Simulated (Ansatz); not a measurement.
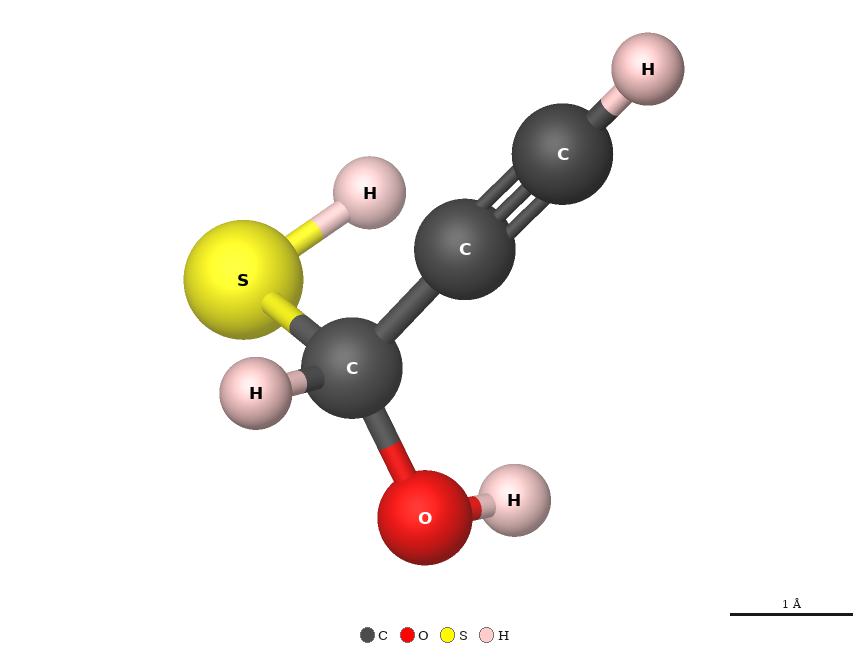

A ball-and-stick model of a molecule. Double and triple bonds are drawn as two and three sticks.

The geometry was computed by an optimisation with PBE0-D4/def2-TZVP.

Identify the structure.

Formula C₃H₄OS. Its SMILES string is `C#C[C@H](O)S`. It has no ring. Among its groups: alcohol, alkyne, thiol. This geometry has C1 symmetry. Coordination: 2 C linear; 1 C tetrahedral; 1 O bent; 1 S bent.

The parts below concern this one geometry. Atoms keep their numbers from picture to picture.

Dipole moment

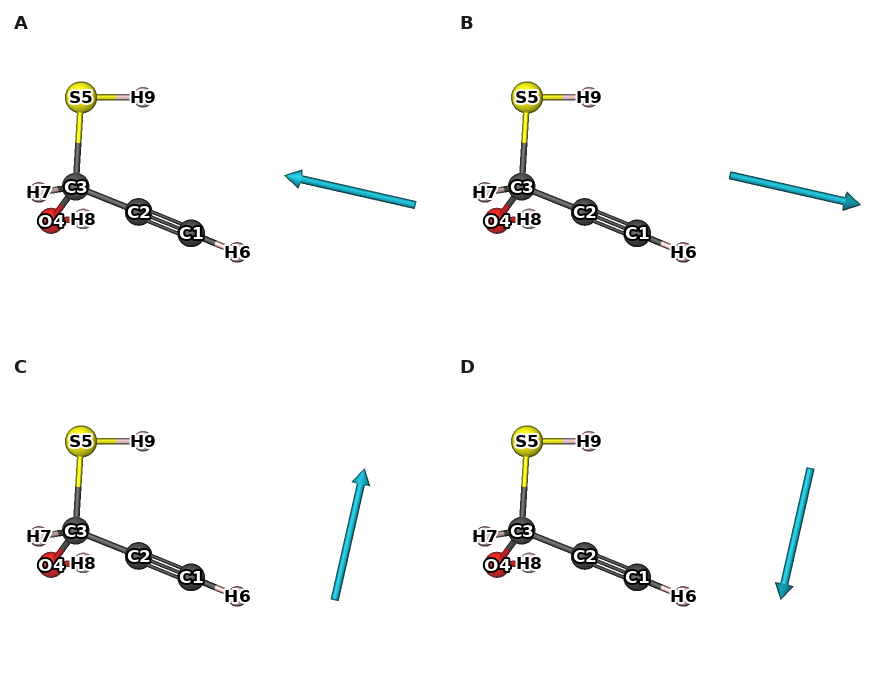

The same molecule four times, each with an arrow. Properties computed with RKS PBE0-D4/def2-TZVP (Ansatz 0.2.0).

**Which arrow points along the dipole moment, from the negative to the positive end?**

B. The dipole moment is 1.94 D; it points from the side of H7 to the side of H6 (the outermost atoms at the two ends).

Electronic properties

Method: RKS CAM-B3LYP-D4/def2-TZVPP (Ansatz 0.2.0).

**Give the LUMO energy (Kohn–Sham orbital) at this level.**

0.93 eV.

**Estimate the HOMO energy (Kohn–Sham orbital).**

−8.61 eV.

**What is the dispersion correction?**

−15.7 kJ/mol.

Vibrations

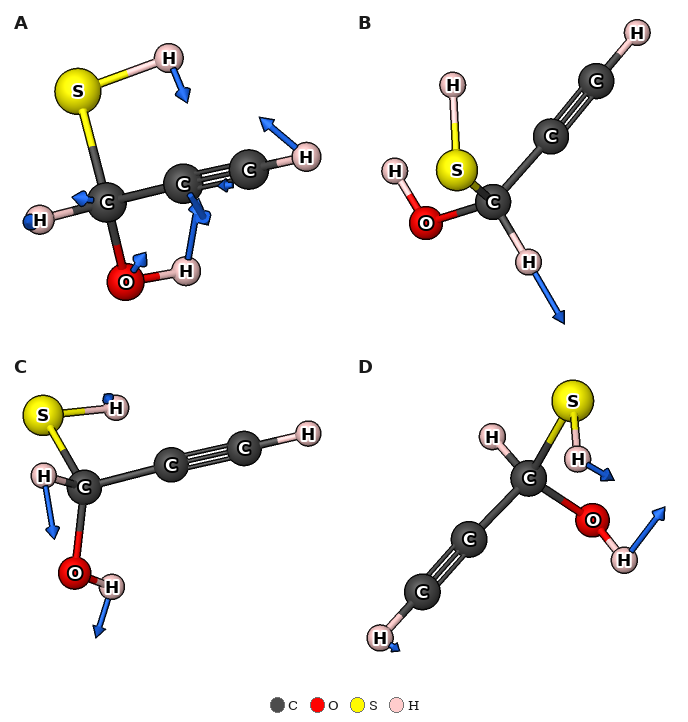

4 normal modes of one molecule or complex, as arrows. Harmonic vibrations computed with RKS PBE0-D4/def2-TZVP (Ansatz 0.2.0) at a stationary point of the same level.

**Match the panels to the wavenumbers 310 cm⁻¹, 582 cm⁻¹, 1253 cm⁻¹, 3101 cm⁻¹.**

A: 582 cm⁻¹, angle bending
B: 3101 cm⁻¹, C–H stretching
C: 1253 cm⁻¹, angle bending
D: 310 cm⁻¹
